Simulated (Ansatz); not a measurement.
A series of calculations on GeH2F4

**1. Relaxation**

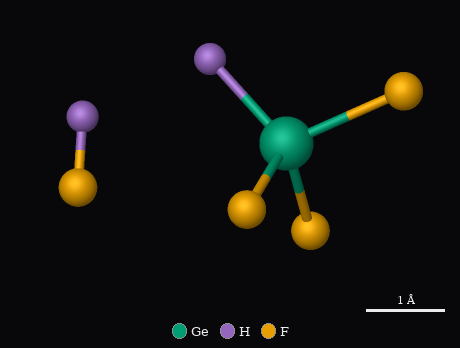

GeH$_{2}$F$_{4}$, before the relaxation. Style: ball-and-stick. Shown at a tilt.

The run prepares an end point of a later path (reaction) calculation, from a guessed geometry.

Theory: RKS r2SCAN-D4/def2-SVP (Ansatz).

Input
```yaml
crystal:
  periodic: [false, false, false]
  atoms:
    - { symbol: Ge, position_ang: [0.200471, 0.0, -0.064517] }
    - { symbol: H, position_ang: [0.093413, 0.0, 1.470233] }
    - { symbol: F, position_ang: [1.843622, 0.0, -0.561496] }
    - { symbol: F, position_ang: [-0.50211, 1.386974, -0.780211] }
    - { symbol: F, position_ang: [-0.50211, -1.386974, -0.780211] }
    - { symbol: F, position_ang: [-2.321584, 0.0, 1.318097] }
    - { symbol: H, position_ang: [-1.698001, 0.0, 2.001606] }
basis:
  gaussian: { orbitals: def2-SVP }
hamiltonian:
  xc: r2scan
  dispersion: d4
relax:
  f_tol: 0.03
  max_steps: 50
output:
  orbitals: {}
```

Command:
```bash
ansatz run input.yaml --threads 4 --pin off --max-ram 5120MiB --backend cpu --events-out ev --progress --plain --runs-dir out
```

Predict the outcome.

Answer. The largest move after the best rigid fit is that of H7, 0.64 Å. Largest moves by element: H 0.64 Å, F 0.27 Å, Ge 0.09 Å. Some distances before and after: Ge1–F6 2.876 → 2.659 Å, Ge1–H2 1.538 → 1.514 Å, Ge1–F3 1.717 → 1.723 Å. Bond angles that change, for instance: H2–Ge1–F4 112.9° → 115.0°. Over 7 geometry steps the energy falls by 0.150 eV. The largest force component goes from 0.42 to 0.028 eV/Å. Cost: 10 s on 4 threads of AMD EPYC 7B13 (Zen 3), with other jobs on the host, peak memory 0.19 GiB.

Step by step:

| step | E − E(0), eV | largest force component, eV/Å |
| --- | --- | --- |
| 0 | 0.0000 | 0.4162 |
| 1 | -0.0315 | 1.7752 |
| 2 | -0.0645 | 2.1543 |
| 3 | -0.1294 | 0.7182 |
| 4 | -0.1424 | 0.5145 |
| 5 | -0.1484 | 0.0859 |
| 6 | -0.1496 | 0.0906 |
| 7 | -0.1499 | 0.0280 |

The structure at the end:

```xyz
7

Ge    0.2767    0.0000   -0.0147
H     0.5157    0.0000    1.4804
F     1.7981    0.0000   -0.8226
F    -0.5160    1.3941   -0.6224
F    -0.5160   -1.3941   -0.6224
F    -2.1119    0.0000    1.1524
H    -2.3328    0.0000    2.0528
```

The end point in the same view:

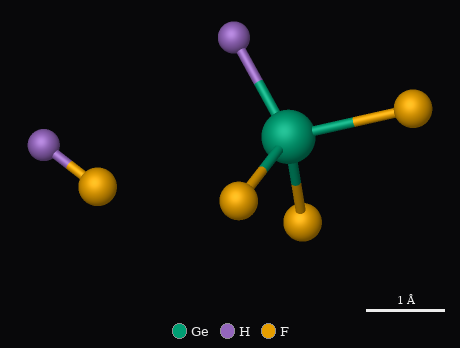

**2. Relaxation**

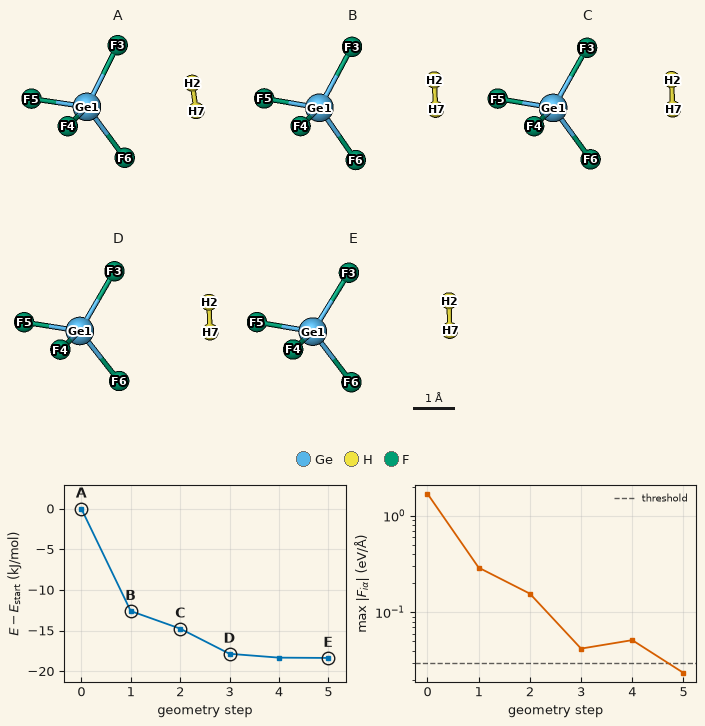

Frames of a relaxation of GeH$_{2}$F$_{4}$, marked on the history of the run. A ball-and-stick model, seen at a tilt.

The run prepares an end point of a later path (reaction) calculation, from a guessed geometry.

These are results of Ansatz, RKS r2SCAN-D4/def2-SVP, not measurements. Set-up: no spin polarisation; force threshold 0.03 eV/Å; at most 50 steps.

**What happens along the run?**

H2 moves most after the best rigid fit: 0.57 Å. By element the largest moves are H 0.57 Å, F 0.25 Å, Ge 0.24 Å. Near-neighbour distances that change, for instance: H2–H7 0.716 → 0.758 Å, Ge1–F6 1.692 → 1.702 Å. Among the angles between lasting bonds that change: F3–Ge1–F6 116.6° → 110.4°. After 5 geometry steps the energy has fallen by 18.4 kJ/mol. The largest force component goes from 1.7 to 0.024 eV/Å. From step 0 to 1: H2 moves most (0.19 Å), energy −12.6 kJ/mol. From step 1 to 2: H2 moves most (0.06 Å), energy −2.16 kJ/mol. From step 2 to 3: H atoms move most (0.19 Å), energy −3.10 kJ/mol. From step 3 to 5: H2 moves most (0.14 Å), energy −0.51 kJ/mol.

```json
{"step": "0", "E − E(0), kJ/mol": "0.00", "largest force component, eV/Å": "1.6920"}
{"step": "1", "E − E(0), kJ/mol": "-12.60", "largest force component, eV/Å": "0.2899"}
{"step": "2", "E − E(0), kJ/mol": "-14.76", "largest force component, eV/Å": "0.1558"}
{"step": "3", "E − E(0), kJ/mol": "-17.86", "largest force component, eV/Å": "0.0420"}
{"step": "4", "E − E(0), kJ/mol": "-18.33", "largest force component, eV/Å": "0.0514"}
{"step": "5", "E − E(0), kJ/mol": "-18.37", "largest force component, eV/Å": "0.0235"}
```

**3. Path**

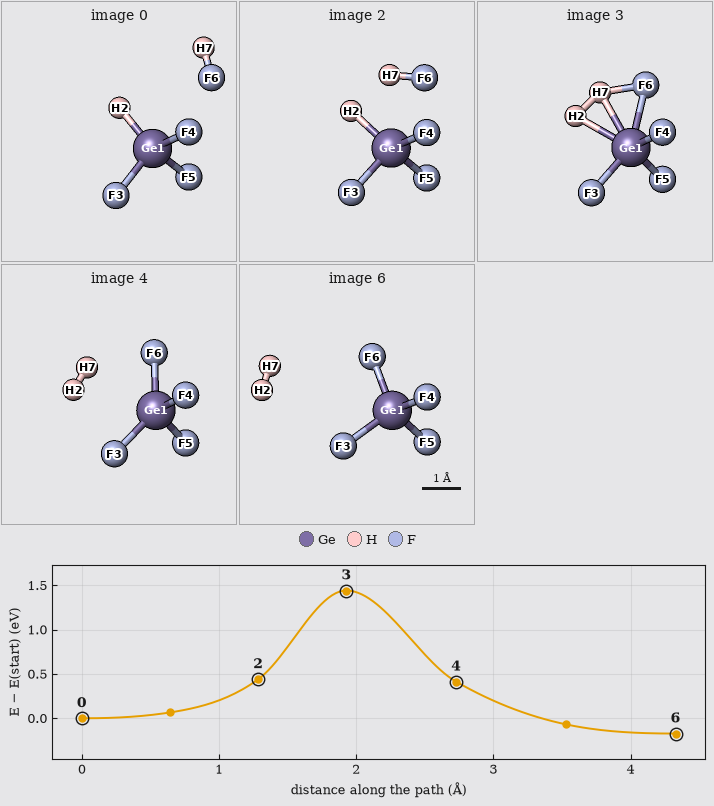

NEB run on GeH2F4, made up at the start of GeHF$_{3}$ and HF. Images are numbered from 0 (start) to 6 (end). The picture is a ball-and-stick view, seen from a free direction.

The calculation used RKS r2SCAN-D4/def2-SVP in Ansatz.

Input
```yaml
crystal:
  periodic: [false, false, false]
  atoms:
    - { symbol: Ge, position_ang: [0.275264, 0.0, -0.017219] }
    - { symbol: H, position_ang: [0.519687, 0.0, 1.477043] }
    - { symbol: F, position_ang: [1.793798, 0.0, -0.830645] }
    - { symbol: F, position_ang: [-0.519623, 1.394073, -0.621979] }
    - { symbol: F, position_ang: [-0.519623, -1.394073, -0.621978] }
    - { symbol: F, position_ang: [-2.109104, 0.0, 1.158561] }
    - { symbol: H, position_ang: [-2.326697, 0.0, 2.059717] }
basis:
  gaussian: { orbitals: def2-SVP }
hamiltonian:
  xc: r2scan
  dispersion: d4
neb:
  order_check: false
  images: 5
  f_tol: 0.05
  max_iterations: 60
  final_atoms:
    - { symbol: Ge, position_ang: [-0.42766648, -0.00113646, -0.63967497] }
    - { symbol: H, position_ang: [0.00619327, 0.003129, 2.90781653] }
    - { symbol: F, position_ang: [0.97751998, -0.00223118, 0.32051069] }
    - { symbol: F, position_ang: [-0.43685001, 1.39006948, -1.61841381] }
    - { symbol: F, position_ang: [-0.43554586, -1.38884789, -1.62339532] }
    - { symbol: F, position_ang: [-1.81782049, -0.00359074, 0.34308237] }
    - { symbol: H, position_ang: [-0.75212841, 0.0026078, 2.91357451] }
  initial_path:
    images:
      - { positions_ang: [[0.275264, 0.0, -0.017219], [0.519687, 0.0, 1.477043], [1.793798, 0.0, -0.830645], [-0.519623, 1.394073, -0.621979], [-0.519623, -1.394073, -0.621978], [-2.109104, 0.0, 1.158561], [-2.326697, 0.0, 2.059717]] }
      - { positions_ang: [[0.18544332, -1.0e-08, -0.00930116], [0.33842574, 7.0e-08, 1.62012842], [1.72873487, -1.0e-08, -0.72971898], [-0.6052811, 1.38634862, -0.60306881], [-0.60528106, -1.38634871, -0.60306802], [-2.03366582, -1.0e-08, 0.97277032], [-1.89467396, 5.0e-08, 1.95575823]] }
      - { positions_ang: [[0.09562264, -2.0e-08, -0.00138331], [0.15716448, 1.5e-07, 1.76321385], [1.66367175, -3.0e-08, -0.62879297], [-0.69093919, 1.37862424, -0.58415862], [-0.69093912, -1.37862443, -0.58415804], [-1.95822765, -2.0e-08, 0.78697963], [-1.46265091, 1.1e-07, 1.85179946]] }
      - { positions_ang: [[0.00580196, -3.0e-08, 0.00653453], [-0.02409677, 2.2e-07, 1.90629927], [1.59860862, -4.0e-08, -0.52786695], [-0.77659729, 1.37089986, -0.56524843], [-0.77659718, -1.37090014, -0.56524806], [-1.88278947, -3.0e-08, 0.60118895], [-1.03062787, 1.6e-07, 1.7478407]] }
      - { positions_ang: [[-0.13868752, -0.00037884, -0.20886864], [-0.01400009, 0.00104315, 2.24013836], [1.39157908, -0.00074376, -0.24507441], [-0.6633482, 1.37728973, -0.91630356], [-0.66291341, -1.37688273, -0.91796381], [-1.86113315, -0.00119693, 0.51515342], [-0.93779472, 0.00086937, 2.13641863]] }
      - { positions_ang: [[-0.283177, -0.00075765, -0.4242718], [-0.00390341, 0.00208607, 2.57397744], [1.18454953, -0.00148747, 0.03771814], [-0.55009911, 1.38367961, -1.26735868], [-0.54922963, -1.38286531, -1.27067957], [-1.83947682, -0.00239384, 0.4291179], [-0.84496156, 0.00173859, 2.52499657]] }
      - { positions_ang: [[-0.42766648, -0.00113646, -0.63967497], [0.00619327, 0.003129, 2.90781653], [0.97751998, -0.00223118, 0.32051069], [-0.43685001, 1.39006948, -1.61841381], [-0.43554586, -1.38884789, -1.62339532], [-1.81782049, -0.00359074, 0.34308237], [-0.75212841, 0.0026078, 2.91357451]] }
```

Run as
```bash
ansatz run input.yaml --threads 4 --pin off --max-ram 5120MiB --backend cpu --events-out ev --progress --plain --runs-dir out
```

Question: Describe the mechanism and the energy profile.

Answer: Breaking: F6–H7 (0.93 → 1.25 at the top → 2.78 Å), Ge1–H2 (1.51 → 1.77 at the top → 3.57 Å). Forming: Ge1–F6 (2.66 → 1.92 at the top → 1.70 Å), H2–H7 (2.91 → 0.97 at the top → 0.76 Å). The energy climbs by 1.44 eV to image 3 and then falls by 1.61 eV, so the end point sits at −0.17 eV. The band converged in 10 iterations. The largest component of the band force went from 12 to 0.039 eV/Å. The climbing image converged on the top of the path. Its vibrational analysis gives one imaginary mode (1077i cm⁻¹), as a transition state must have.

Limits of the set-up: the start holds two separate molecules, 2.6 Å apart at their closest, whose relative position is a soft coordinate.

The run took 67 s on 4 threads of AMD EPYC 7B13 (Zen 3) (shared host), peak memory 0.19 GiB.
